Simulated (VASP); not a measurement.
Band structure of LiC (space group Immm). Level of theory: LDA (Ceperley-Alder, Perdew-Zunger), VASP's LDA PAW potentials (set 64) (plane waves; VASP 6.6.1).

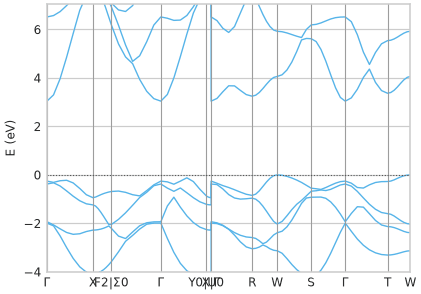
*Bands along high-symmetry lines, zero at the valence-band maximum or, without a gap, the Fermi level*

Question: Read the plot: is there a gap, and where are the band edges?

Answer: The gap is indirect, 3.04 eV, from the valence maximum at W to the conduction minimum at Γ. (Edges off the drawn lines would not show.)

The structure comes from a computed database's LiC entry (Immm); how it stands against other phases isn't given here. It was relaxed first, which changed the volume by -6 %.
